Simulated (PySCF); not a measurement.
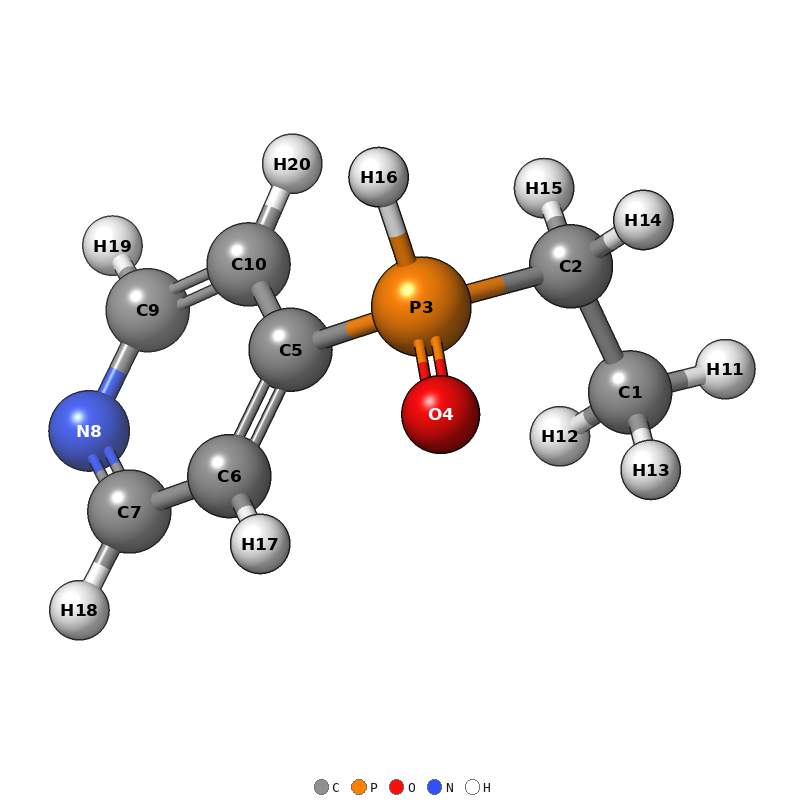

The geometry was computed by an optimisation with PBE0-D3(BJ)/def2-SVP. No frequency run is at hand to confirm it as a minimum. Method: GIAO PBE0/pcSseg-1 NMR shielding, non-relativistic, gas phase (PySCF 2.14.0), and the same with a continuum solvent (IEF-PCM, Bondi radii x 1.2, gas-phase geometry).

How do dipole (D), HOMO–LUMO gap (eV), σ(O4) (ppm), σ(N8) (ppm), σ(P3) (ppm) change in chloroform (ε = 4.7)?

```tsv
medium	dipole (D)	HOMO–LUMO gap (eV)	σ(O4) (ppm)	σ(N8) (ppm)	σ(P3) (ppm)
gas phase	3.63	6.11	265.1	−106.1	322.6
chloroform	4.68	6.24	281.8	−93.1	317.8
```
